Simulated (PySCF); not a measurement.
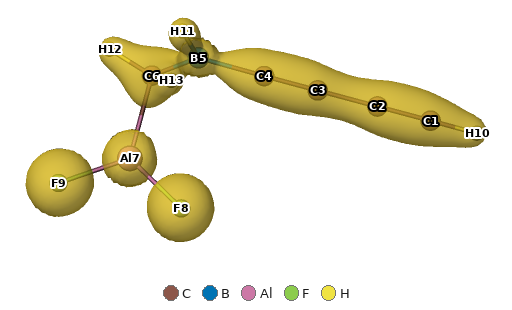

The picture shows: C$_{5}$H$_{4}$AlBF$_{2}$ (SMILES C#CC#CB[CH2][Al]([F])[F]). Isosurface of the electron density at 1 e/Å³ (yellow), seen across its widest extent.

Geometry: GFN2-xTB.

Theory: PySCF, CAM-B3LYP/def2-SVPD, SCF density, gas phase.

Input file:

```
{"job": {"kind": "uv", "xc": "CAM-B3LYP", "basis": "def2-SVPD", "nstates": 8, "ntriplets": 3}, "charge": 0, "multiplicity": 1}
C      4.085810    -1.236752    -0.609457
C      3.022435    -0.767087    -0.287802
C      1.828375    -0.235372     0.070812
C      0.755045     0.241623     0.392082
B     -0.556621     0.839822     0.793029
C     -1.570409     1.275728    -0.302909
Al    -2.488305    -0.471556    -0.553097
F     -1.675674    -1.899632    -0.696931
F     -4.130814    -0.620767    -0.630692
H      5.008086    -1.650264    -0.888355
H     -0.817981     0.954427     1.933432
H     -2.335900     1.996115    -0.010655
H     -1.128435     1.574201    -1.255920
```

Run with:

```sh
OMP_NUM_THREADS=1 python probes_run.py task.json out
```

How is the density connected at this value?

Answer. At this value the surface falls into four separate pieces. It bridges the sampled C–C (1.21 Å) and C–B (1.50 Å) contacts, where the density stays above the isovalue. It is pinched off along the sampled Al–F (1.65 Å) and C–Al (1.99 Å) contacts. On the grid the lowest density along these lines, outside the cores, is 2.7 e/Å³ (C–C, 1.21 Å), 1.3 e/Å³ (C–B, 1.50 Å), 0.7 e/Å³ (Al–F, 1.65 Å) and 0.57 e/Å³ (C–Al, 1.99 Å).
